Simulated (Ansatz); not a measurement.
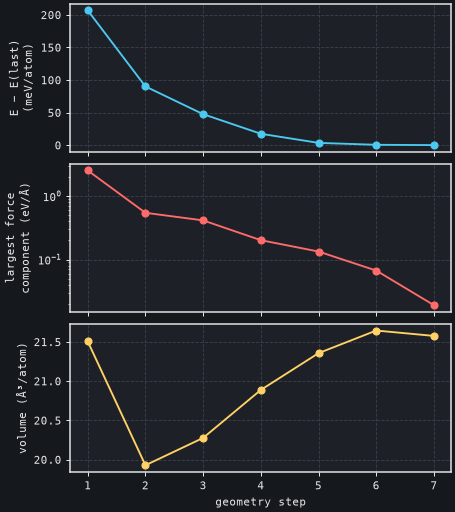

History of a geometry optimisation. The run: Al₅Cl₂ (P1, 7 atoms in the cell), by DFT PBE, scalar-relativistic, plane waves, PAW in Ansatz; cutoff 420 eV, 4×6×6 k-mesh, Gaussian smearing of 0.2 eV. Atoms and cell relax. A closing SCF on a freshly chosen basis isn't drawn.

The optimisation met its thresholds at geometry 7, counting the start as the first. The energy fell by about 210 meV/atom from the first step to the last. The largest force component goes from about 2.5 eV/Å at the start to 0.019 eV/Å at the end. The volume grows from 21.5 to 21.6 Å³ per atom (+0 %).
